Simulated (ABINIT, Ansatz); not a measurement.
# Quasiparticle gap of MgB2C2 (Pnnm) in ABINIT, part 2 of 3

How does a plane-wave GW calculation on MgB2C2 (Pnnm) run from the first input to the gap?

ABINIT 10.8.3; PBEsol and many-body steps on it, plane waves. Known limits of the many-body steps: not at the basis limit; coarse k mesh.

So far. Step 2 (Ground state): The gap is indirect, with the least direct gap 0.51 eV higher.

## Step 3: Bands along the symmetry lines

Level of this step: DFT, PBEsol, plane waves, norm-conserving pseudopotentials (ABINIT).

Levels along a band path, at the cheap level, show where the edges lie and whether the meshes to come will hold them.

The input, run.abi:

```
acell 3*1.0 Angstrom
rprim 
  4.614773700000 0.000000000000 0.000000000000
  0.000000000000 7.178871410000 0.000000000000
  0.000000000000 0.000000000000 2.765296290000
ntypat 3
znucl 12 5 6
natom 10
typat 1 1 2 2 2 2 3 3 3 3
xred 
  0.500000000000 0.500000000000 0.500000000000
  0.000000000000 0.000000000000 0.000000000000
  0.883450940000 0.729625690000 0.500000000000
  0.116549060000 0.270374310000 0.500000000000
  0.616549060000 0.229625690000 0.000000000000
  0.383450940000 0.770374310000 0.000000000000
  0.785476000000 0.220340420000 0.500000000000
  0.214524000000 0.779659580000 0.500000000000
  0.714524000000 0.720340420000 0.000000000000
  0.285476000000 0.279659580000 0.000000000000
pp_dirpath "pseudos"
pseudos "Mg.upf, B.upf, C.upf"
ecut 38
iscf -2
irdden 1
kptopt 0
nkpt 52
kpt 
  0.00000000 0.00000000 0.00000000
  0.12500000 0.00000000 0.00000000
  0.25000000 0.00000000 0.00000000
  0.37500000 0.00000000 0.00000000
  0.50000000 0.00000000 0.00000000
  0.50000000 0.12500000 0.00000000
  0.50000000 0.25000000 0.00000000
  0.50000000 0.37500000 0.00000000
  0.50000000 0.50000000 0.00000000
  0.37500000 0.50000000 0.00000000
  0.25000000 0.50000000 0.00000000
  0.12500000 0.50000000 0.00000000
  0.00000000 0.50000000 0.00000000
  0.00000000 0.37500000 0.00000000
  0.00000000 0.25000000 0.00000000
  0.00000000 0.12500000 0.00000000
  0.00000000 0.00000000 0.00000000
  0.00000000 0.00000000 0.12500000
  0.00000000 0.00000000 0.25000000
  0.00000000 0.00000000 0.37500000
  0.00000000 0.00000000 0.50000000
  0.12500000 0.00000000 0.50000000
  0.25000000 0.00000000 0.50000000
  0.37500000 0.00000000 0.50000000
  0.50000000 0.00000000 0.50000000
  0.50000000 0.12500000 0.50000000
  0.50000000 0.25000000 0.50000000
  0.50000000 0.37500000 0.50000000
  0.50000000 0.50000000 0.50000000
  0.37500000 0.50000000 0.50000000
  0.25000000 0.50000000 0.50000000
  0.12500000 0.50000000 0.50000000
  0.00000000 0.50000000 0.50000000
  0.00000000 0.37500000 0.50000000
  0.00000000 0.25000000 0.50000000
  0.00000000 0.12500000 0.50000000
  0.00000000 0.00000000 0.50000000
  0.50000000 0.00000000 0.00000000
  0.50000000 0.00000000 0.12500000
  0.50000000 0.00000000 0.25000000
  0.50000000 0.00000000 0.37500000
  0.50000000 0.00000000 0.50000000
  0.00000000 0.50000000 0.00000000
  0.00000000 0.50000000 0.12500000
  0.00000000 0.50000000 0.25000000
  0.00000000 0.50000000 0.37500000
  0.00000000 0.50000000 0.50000000
  0.50000000 0.50000000 0.00000000
  0.50000000 0.50000000 0.12500000
  0.50000000 0.50000000 0.25000000
  0.50000000 0.50000000 0.37500000
  0.50000000 0.50000000 0.50000000
istwfk *1
nband 31
nbdbuf 2
tolwfr 1e-08
nstep 40
prtwf 0
prtvol 0
indata_prefix "in"
outdata_prefix "out"
tmpdata_prefix "tmp"
```

The run is started by

```bash
> OMP_NUM_THREADS=1 mpirun -n 8 abinit run.abi > log
```

Numbers of over 12 decimals in the logs are rounded to 6 here.

Log:

```text
.Version 10.8.3 of ABINIT. v10.8.2 released Aug 2026.

 Symmetries : space group Pn n m (# 58); Bravais oP (primitive ortho.)
[... echo of the input left out ...]
== DATASET  1 ==================================================================
-   mpi_nproc: 8, omp_nthreads: 1 (-1 if OMP is not activated)

--- !DatasetInfo
iteration_state: {dtset: 1, }
dimensions: {natom: 10, nkpt: 52, mband: 31, nsppol: 1, nspinor: 1, nspden: 1, mpw: 6958, }
cutoff_energies: {ecut:  38.0, pawecutdg:  -1.0, }
electrons: {nelect:   4.80000000E+01, charge:   0.00000000E+00, occopt:   1.00000000E+00, tsmear:   1.00000000E-02, }

 Real(R)+Recip(G) space primitive vectors, cartesian coordinates (Bohr,Bohr^-1):
 R(1)=  8.7206584  0.0000000  0.0000000  G(1)=  0.1146702  0.0000000  0.0000000
 R(2)=  0.0000000 13.5661009  0.0000000  G(2)=  0.0000000  0.0737131  0.0000000
 R(3)=  0.0000000  0.0000000  5.2256526  G(3)=  0.0000000  0.0000000  0.1913637
 Unit cell volume ucvol=  6.1822257E+02 bohr^3
 Angles (23,13,12)=  9.00000000E+01  9.00000000E+01  9.00000000E+01 degrees

 getcut: wavevector=  0.0000  0.0000  0.0000  ngfft=  50  80  30
         ecut(hartree)=     38.000   => boxcut(ratio)=   2.06616

--- Pseudopotential description ------------------------------------------------
- Mg Generated using ONCVPSP code by D. R. Hamann
- 12.00000  10.00000  180301                  znucl, zion, pspdat
12 -116133 1 -1 1510                          pspcod,pspxc,lmax,lloc,mmax
     nproj     2     2
  pspatm : epsatm=    9.18226799
         --- l  ekb(1:nproj) -->
             0    2.230603   -0.826587
             1   -6.503151   -2.501445
 pspatm: atomic psp has been read  and splines computed

- B Generated using ONCVPSP code by D. R. Hamann
-  5.00000   3.00000  180301                  znucl, zion, pspdat
12 -116133 1 -1 1534                          pspcod,pspxc,lmax,lloc,mmax
     nproj     2     2
  pspatm : epsatm=    3.20154509
         --- l  ekb(1:nproj) -->
             0    8.466603    1.247630
[...]
pspatm: atomic psp has been read  and splines computed

- C Generated using ONCVPSP code by D. R. Hamann
-  6.00000   4.00000  180301                  znucl, zion, pspdat
12 -116133 1 -1 1248                          pspcod,pspxc,lmax,lloc,mmax
     nproj     2     2
  pspatm : epsatm=    4.34909242
         --- l  ekb(1:nproj) -->
[...]
pspatm: atomic psp has been read  and splines computed

--------------------------------------------------------------------------------

================================================================================
 prteigrs : about to open file out_EIG
 Non-SCF case, kpt    1 (  0.00000  0.00000  0.00000), residuals and eigenvalues=
  6.80E-09  4.44E-09  5.11E-09  3.81E-09  3.50E-09  2.85E-09  4.23E-09  3.26E-09
  8.40E-09  6.65E-09  9.14E-09  5.36E-09  4.34E-09  7.31E-09  3.28E-09  4.14E-09
[...]
iteration_state: {dtset: 1, }
comment   : Summary of ground state results
lattice_vectors:
- [  8.7206584,   0.0000000,   0.0000000, ]
- [  0.0000000,  13.5661009,   0.0000000, ]
- [  0.0000000,   0.0000000,   5.2256526, ]
lattice_lengths: [   8.72066,   13.56610,    5.22565, ]
lattice_angles: [ 90.000,  90.000,  90.000, ] # degrees, (23, 13, 12)
lattice_volume:   6.1822257E+02
convergence: {deltae:  0.000E+00, res2:  0.000E+00, residm:  9.970E-09, diffor:  0.000E+00, }
etotal    :  -1.54427772E+02
entropy   :   0.00000000E+00
fermie    :   2.20171095E-01
cartesian_stress_tensor: null
pressure_GPa: null
xred      :
- [  5.0000E-01,   5.0000E-01,   5.0000E-01, Mg]
- [  0.0000E+00,   0.0000E+00,   0.0000E+00, Mg]
- [  8.8345E-01,   7.2963E-01,   5.0000E-01,  B]
- [  1.1655E-01,   2.7037E-01,   5.0000E-01,  B]
- [  6.1655E-01,   2.2963E-01,   0.0000E+00,  B]
- [  3.8345E-01,   7.7037E-01,   0.0000E+00,  B]
- [  7.8548E-01,   2.2034E-01,   5.0000E-01,  C]
- [  2.1452E-01,   7.7966E-01,   5.0000E-01,  C]
- [  7.1452E-01,   7.2034E-01,   0.0000E+00,  C]
- [  2.8548E-01,   2.7966E-01,   0.0000E+00,  C]
cartesian_forces: null
force_length_stats: {min: null, max: null, mean: null, }

 Integrated electronic density in atomic spheres:
 ------------------------------------------------
 Atom  Sphere_radius  Integrated_density
[...]
================================================================================

 ----iterations are completed or convergence reached----

 Mean square residual over all n,k,spin=   51.510E-10; max=  99.704E-10
 reduced coordinates (array xred) for   10 atoms
[...]
0.714524000000      0.720340420000      0.000000000000
       0.285476000000      0.279659580000      0.000000000000

 cartesian coordinates (angstrom) at end:
    1      2.307387     3.589436     1.382648
    2      0.000000     0.000000     0.000000
    3      4.076926     5.237889     1.382648
[...]
9      3.297367     5.171231     0.000000
   10      1.317407     2.007640     0.000000
 length scales=  1.889726125908  1.889726125908  1.889726125908 bohr
              =  1.000000000000  1.000000000000  1.000000000000 angstroms
 prteigrs : about to open file out_EIG
 Eigenvalues (hartree) for nkpt=  52  k points:
 kpt#   1, nband= 31, wtk=  1.00000, kpt=  0.0000  0.0000  0.0000 (reduced coord)
[...]
kpt#   2, nband= 31, wtk=  1.00000, kpt=  0.1250  0.0000  0.0000 (reduced coord)
[...]
kpt#   3, nband= 31, wtk=  1.00000, kpt=  0.2500  0.0000  0.0000 (reduced coord)
[...]
kpt#  51, nband= 31, wtk=  1.00000, kpt=  0.5000  0.5000  0.3750 (reduced coord)
[...]
0.30886    0.30886    0.33301    0.33301    0.48400    0.48410    0.49495
 kpt#  52, nband= 31, wtk=  1.00000, kpt=  0.5000  0.5000  0.5000 (reduced coord)
[...]
-0.18752   -0.18752   -0.18404   -0.18404   -0.09482   -0.09482   -0.09143   -0.09143
   0.10134    0.10134    0.10456    0.10456    0.14583    0.14583    0.15882    0.15882
   0.27516    0.27516    0.30190    0.30190    0.49117    0.49126    0.49146

== END DATASET(S) ==============================================================
================================================================================

 -outvars: echo values of variables after computation  --------
            nband          31
             nkpt          52
          spgroup          58
 [... the other variables as echoed above ...]

 Calculation completed.
```

Elapsed: 30 s, on 8 MPI ranks of Arm Neoverse V2, shared host; peak memory 0.72 GiB.

Numbers from this step:

```
gap                        : 1.234 eV
k of the valence top       : 0, 0, 0
k of the conduction bottom : 0, 0, 0.25
least direct gap           : 1.745 eV
```

The gap is 1.234 eV, as in the run before at this level.

The electronic bands at the labelled points (eV, zero at the top of the highest filled band):

| point | band 21 | band 22 | band 23 | band 24 | band 25 | band 26 | band 27 | band 28 |
| --- | --- | --- | --- | --- | --- | --- | --- | --- |
| Γ | -1.09 | -0.32 | -0.24 | 0.00 | 1.74 | 2.43 | 3.80 | 5.64 |
| X | -2.13 | -2.13 | -2.04 | -2.04 | 2.60 | 2.60 | 5.52 | 5.52 |
| S | -2.10 | -2.10 | -2.07 | -2.07 | 4.60 | 4.60 | 5.10 | 5.10 |
| Y | -0.37 | -0.37 | -0.28 | -0.28 | 2.25 | 2.25 | 4.78 | 4.78 |
| Γ | -1.09 | -0.32 | -0.24 | 0.00 | 1.74 | 2.43 | 3.80 | 5.64 |
| Z | -3.12 | -3.12 | -1.00 | -1.00 | 2.30 | 2.30 | 3.26 | 3.26 |
| U | -2.33 | -2.33 | -1.27 | -1.27 | 1.61 | 1.61 | 3.07 | 3.07 |
| R | -2.02 | -2.02 | -1.67 | -1.67 | 1.50 | 1.50 | 2.22 | 2.22 |
| T | -2.44 | -2.44 | -1.88 | -1.88 | 2.07 | 2.07 | 3.34 | 3.34 |
| Z | -3.12 | -3.12 | -1.00 | -1.00 | 2.30 | 2.30 | 3.26 | 3.26 |
| jump to X | -2.13 | -2.13 | -2.04 | -2.04 | 2.60 | 2.60 | 5.52 | 5.52 |
| U | -2.33 | -2.33 | -1.27 | -1.27 | 1.61 | 1.61 | 3.07 | 3.07 |
| jump to Y | -0.37 | -0.37 | -0.28 | -0.28 | 2.25 | 2.25 | 4.78 | 4.78 |
| T | -2.44 | -2.44 | -1.88 | -1.88 | 2.07 | 2.07 | 3.34 | 3.34 |
| jump to S | -2.10 | -2.10 | -2.07 | -2.07 | 4.60 | 4.60 | 5.10 | 5.10 |
| R | -2.02 | -2.02 | -1.67 | -1.67 | 1.50 | 1.50 | 2.22 | 2.22 |

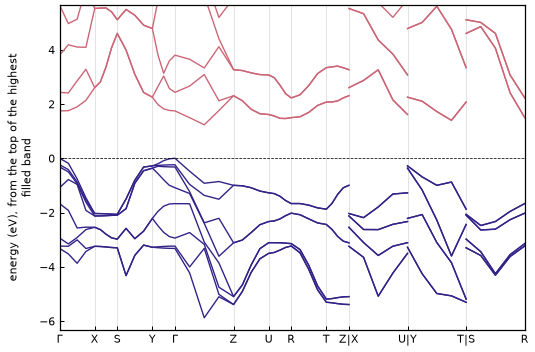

Electronic bands along the path; lines of filled and empty bands in two colours.

## Step 4: Empty states on the mesh, 4×2×4 mesh, 254 bands

The sums over transitions need many empty states on a uniform mesh; this step solves for them.

The input, run.abi:

```
acell 3*1.0 Angstrom
rprim 
  4.614773700000 0.000000000000 0.000000000000
  0.000000000000 7.178871410000 0.000000000000
  0.000000000000 0.000000000000 2.765296290000
ntypat 3
znucl 12 5 6
natom 10
typat 1 1 2 2 2 2 3 3 3 3
xred 
  0.500000000000 0.500000000000 0.500000000000
  0.000000000000 0.000000000000 0.000000000000
  0.883450940000 0.729625690000 0.500000000000
  0.116549060000 0.270374310000 0.500000000000
  0.616549060000 0.229625690000 0.000000000000
  0.383450940000 0.770374310000 0.000000000000
  0.785476000000 0.220340420000 0.500000000000
  0.214524000000 0.779659580000 0.500000000000
  0.714524000000 0.720340420000 0.000000000000
  0.285476000000 0.279659580000 0.000000000000
pp_dirpath "pseudos"
pseudos "Mg.upf, B.upf, C.upf"
ecut 38
ngkpt 4 2 4
nshiftk 1
shiftk 0 0 0
kptopt 1
chksymbreak 0
iscf -2
irdden 1
istwfk *1
nband 254
nbdbuf 22
tolwfr 1e-09
nstep 60
prtvol 0
indata_prefix "in"
outdata_prefix "out"
tmpdata_prefix "tmp"
```

Log:

```text
.Version 10.8.3 of ABINIT. v10.8.2 released Aug 2026.

 Symmetries : space group Pn n m (# 58); Bravais oP (primitive ortho.)
[... echo of the input left out ...]
== DATASET  1 ==================================================================
-   mpi_nproc: 8, omp_nthreads: 1 (-1 if OMP is not activated)

--- !DatasetInfo
iteration_state: {dtset: 1, }
dimensions: {natom: 10, nkpt: 18, mband: 254, nsppol: 1, nspinor: 1, nspden: 1, mpw: 6956, }
cutoff_energies: {ecut:  38.0, pawecutdg:  -1.0, }
electrons: {nelect:   4.80000000E+01, charge:   0.00000000E+00, occopt:   1.00000000E+00, tsmear:   1.00000000E-02, }

 Real(R)+Recip(G) space primitive vectors, cartesian coordinates (Bohr,Bohr^-1):
 R(1)=  8.7206584  0.0000000  0.0000000  G(1)=  0.1146702  0.0000000  0.0000000
 R(2)=  0.0000000 13.5661009  0.0000000  G(2)=  0.0000000  0.0737131  0.0000000
 R(3)=  0.0000000  0.0000000  5.2256526  G(3)=  0.0000000  0.0000000  0.1913637
 Unit cell volume ucvol=  6.1822257E+02 bohr^3
 Angles (23,13,12)=  9.00000000E+01  9.00000000E+01  9.00000000E+01 degrees

 getcut: wavevector=  0.0000  0.0000  0.0000  ngfft=  50  80  30
         ecut(hartree)=     38.000   => boxcut(ratio)=   2.06616

--- Pseudopotential description ------------------------------------------------
- Mg Generated using ONCVPSP code by D. R. Hamann
- 12.00000  10.00000  180301                  znucl, zion, pspdat
12 -116133 1 -1 1510                          pspcod,pspxc,lmax,lloc,mmax
     nproj     2     2
  pspatm : epsatm=    9.18226799
         --- l  ekb(1:nproj) -->
             0    2.230603   -0.826587
             1   -6.503151   -2.501445
 pspatm: atomic psp has been read  and splines computed

- B Generated using ONCVPSP code by D. R. Hamann
-  5.00000   3.00000  180301                  znucl, zion, pspdat
12 -116133 1 -1 1534                          pspcod,pspxc,lmax,lloc,mmax
     nproj     2     2
  pspatm : epsatm=    3.20154509
         --- l  ekb(1:nproj) -->
             0    8.466603    1.247630
[...]
pspatm: atomic psp has been read  and splines computed

- C Generated using ONCVPSP code by D. R. Hamann
-  6.00000   4.00000  180301                  znucl, zion, pspdat
12 -116133 1 -1 1248                          pspcod,pspxc,lmax,lloc,mmax
     nproj     2     2
  pspatm : epsatm=    4.34909242
         --- l  ekb(1:nproj) -->
[...]
pspatm: atomic psp has been read  and splines computed

--------------------------------------------------------------------------------

================================================================================
 prteigrs : about to open file out_EIG
 Non-SCF case, kpt    1 (  0.00000  0.00000  0.00000), residuals and eigenvalues=
  1.26E-10  1.62E-10  1.82E-10  1.93E-10  3.26E-10  1.97E-10  3.02E-10  3.33E-10
  5.91E-11  4.24E-11  6.69E-11  5.35E-11  5.59E-11  8.26E-11  4.91E-11  7.94E-11
[...]
2.54E-05  6.68E-05  2.70E-04  1.94E-04  6.03E-04  4.90E-04
 -2.5400E+00 -2.5400E+00 -1.3266E+00 -1.3266E+00 -1.3256E+00 -1.3256E+00
 -1.3255E+00 -1.3255E+00 -3.3316E-01 -3.1033E-01 -1.8415E-01 -1.8319E-01
[...]
3.6229E+00  3.6250E+00  3.6360E+00  3.6456E+00  3.6602E+00  3.6666E+00
  3.6959E+00  3.7102E+00
 prteigrs : prtvol=0 or 1, do not print more k-points.

--- !ResultsGS
iteration_state: {dtset: 1, }
comment   : Summary of ground state results
lattice_vectors:
- [  8.7206584,   0.0000000,   0.0000000, ]
- [  0.0000000,  13.5661009,   0.0000000, ]
- [  0.0000000,   0.0000000,   5.2256526, ]
lattice_lengths: [   8.72066,   13.56610,    5.22565, ]
lattice_angles: [ 90.000,  90.000,  90.000, ] # degrees, (23, 13, 12)
lattice_volume:   6.1822257E+02
convergence: {deltae:  0.000E+00, res2:  0.000E+00, residm:  9.973E-10, diffor:  0.000E+00, }
etotal    :  -1.54427772E+02
entropy   :   0.00000000E+00
fermie    :   2.20171095E-01
cartesian_stress_tensor: null
pressure_GPa: null
xred      :
- [  5.0000E-01,   5.0000E-01,   5.0000E-01, Mg]
- [  0.0000E+00,   0.0000E+00,   0.0000E+00, Mg]
- [  8.8345E-01,   7.2963E-01,   5.0000E-01,  B]
- [  1.1655E-01,   2.7037E-01,   5.0000E-01,  B]
- [  6.1655E-01,   2.2963E-01,   0.0000E+00,  B]
- [  3.8345E-01,   7.7037E-01,   0.0000E+00,  B]
- [  7.8548E-01,   2.2034E-01,   5.0000E-01,  C]
- [  2.1452E-01,   7.7966E-01,   5.0000E-01,  C]
- [  7.1452E-01,   7.2034E-01,   0.0000E+00,  C]
- [  2.8548E-01,   2.7966E-01,   0.0000E+00,  C]
cartesian_forces: null
force_length_stats: {min: null, max: null, mean: null, }

 Integrated electronic density in atomic spheres:
 ------------------------------------------------
 Atom  Sphere_radius  Integrated_density
[...]
================================================================================

 ----iterations are completed or convergence reached----

 Mean square residual over all n,k,spin=   34.208E-11; max=  99.733E-11
 reduced coordinates (array xred) for   10 atoms
[...]
0.714524000000      0.720340420000      0.000000000000
       0.285476000000      0.279659580000      0.000000000000

 cartesian coordinates (angstrom) at end:
    1      2.307387     3.589436     1.382648
    2      0.000000     0.000000     0.000000
    3      4.076926     5.237889     1.382648
[...]
9      3.297367     5.171231     0.000000
   10      1.317407     2.007640     0.000000
 length scales=  1.889726125908  1.889726125908  1.889726125908 bohr
              =  1.000000000000  1.000000000000  1.000000000000 angstroms
 prteigrs : about to open file out_EIG
 Eigenvalues (hartree) for nkpt=  18  k points:
 kpt#   1, nband=254, wtk=  0.03125, kpt=  0.0000  0.0000  0.0000 (reduced coord)
[...]
3.48027    3.49232    3.49782    3.50023    3.52705    3.53690    3.55015    3.56277
   3.57247    3.57726    3.57823    3.58772    3.59480    3.61828    3.62294    3.62499
   3.63604    3.64560    3.66024    3.66657    3.69588    3.71016
 prteigrs : prtvol=0 or 1, do not print more k-points.

== END DATASET(S) ==============================================================
================================================================================

 -outvars: echo values of variables after computation  --------
            nband         254
             nkpt          18
          spgroup          58
 [... the other variables as echoed above ...]

 Calculation completed.
```

It took 4.2 min on 8 MPI ranks; peak memory 1.2 GiB; 33 min of CPU time.

This step gave:

```
gap                                                           : 1.234 eV
k of the valence top                                          : 0, 0, 0
k of the conduction bottom                                    : 0, 0, 0.25
least direct gap                                              : 1.745 eV
k points computed                                             : 18
lowest point of the top converged band, above the valence top : 87.7420 eV
```

On this mesh the gap is 1.234 eV.

[end of part 2 of 3]

[Paths, hosts, dates, memory and timing lines, banners, echoed tables and standing remarks are left out of the program output.]

[Logs are printed without paths, hosts, clocks, repeated set-up lines and the standing remarks that a program may print on its own settings, such as how far it seeks lower states.]

[Runs of the session that timed out or met a known fault of the program may be left out.]

[Hosts, paths, dates, database ids (printed as entryN), source tags and the programs' standing remarks are cut or masked in the printed files.]

[G0W0 gaps are taken among the corrected bands and points alone; a level outside them can change the order at an edge.]

[Where Ansatz stands beside ABINIT at settings called matched, ABINIT's density can come from a denser mesh and the files from another edition; pairs whose starting gaps differed by over 0.03 eV were left out, so agreement reads better than it is.]
